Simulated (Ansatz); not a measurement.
**ClGeH₃···H₂O: density, localisation and related maps**

Input

```
crystal:
  periodic: [false, false, false]
  atoms:
    - {symbol: Ge, position_ang: [-0.604064, -1.110803, -0.270606]}
    - {symbol: O, position_ang: [1.009358, 1.438757, 0.948095]}
    - {symbol: H, position_ang: [-1.304922, -2.304574, -0.932655]}
    - {symbol: H, position_ang: [0.560553, -1.548675, 0.614338]}
    - {symbol: H, position_ang: [-1.602709, -0.198612, 0.441248]}
    - {symbol: H, position_ang: [1.160692, 1.436326, -0.002767]}
    - {symbol: Cl, position_ang: [0.234837, 0.026916, -1.922097]}
    - {symbol: H, position_ang: [0.546355, 2.260664, 1.124443]}
basis:
  gaussian: {orbitals: def2-TZVPP}
hamiltonian: {xc: pbe0, dispersion: d4}
output: {orbitals: {seedname: orbitals}}
```

Launched as:

```sh
ansatz run in.yaml --threads 4 --pin off --events-out ev --progress --plain --max-ram 9574MiB
```

The product side of a reaction path; geometry: PBE0-D4/def2-TZVP.

Level of theory: RKS PBE0-D4/def2-TZVPP in Ansatz.

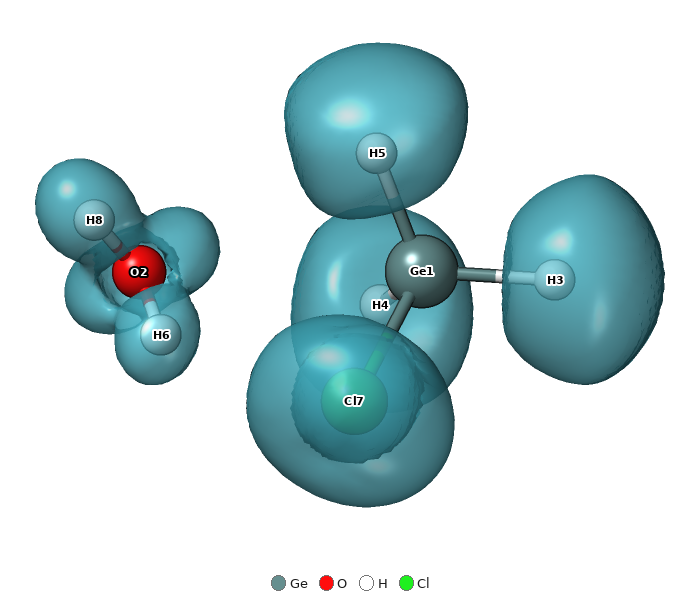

Figure 1. Isosurface of the ELF at 0.8 (cyan), seen at a tilt. Only the valence region is drawn (cores and ρ < 0.01 e/Å³ removed).

Describe the localisation domains.

Answer. The surface consists of three regions around hydrogen nuclei, one region wrapped around Cl (its valence shell) and one joined region spread over several atoms (H, O), in which their bonds and any lone pairs are merged. Profiles from the grid: Cl7···H6 (2.55 Å): the ELF dips to about 0.05 between them: by its geometry a hydrogen bond between the two molecules, with no shared pair. Ge–Cl (2.17 Å): the ELF peaks at about 0.85 in the valence shell of Cl, 0.9 Å from its nucleus, and is about 0.70 at the midpoint.

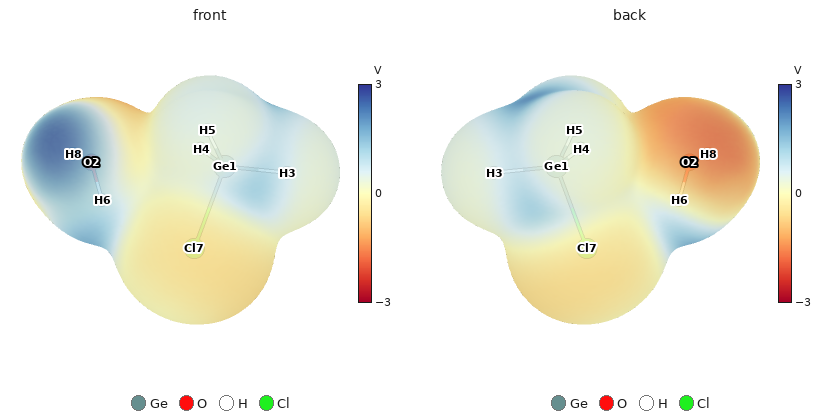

Figure 2. The electrostatic potential painted on the density surface at 0.002 e/bohr³, seen from the front and from behind; red is negative and blue positive.

Where is the surface potential most negative and most positive?

Answer. The most negative region (about −1.6 V) lies over O2, the most positive (about +2.3 V) over H8. O2 is the likeliest acceptor of a hydrogen bond.

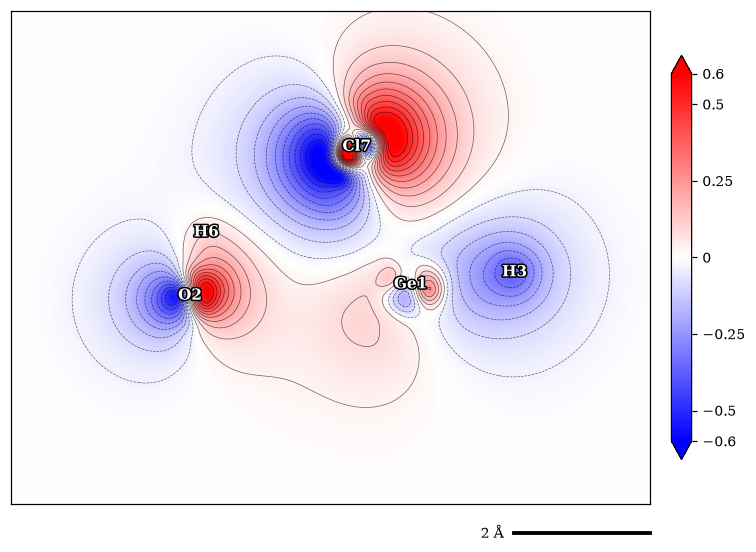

Figure 3. One frontier orbital on the plane of atoms H3, Ge1 and Cl7 (values in Å⁻³ᐟ²; the overall sign is arbitrary).

Which orbital is it: HOMO or LUMO?

Answer. The HOMO, at −8.83 eV. It lies mainly on Cl7 (about 60 %), O2 (about 15 %), Ge1 (about 10 %) and H3 (about 5 %).
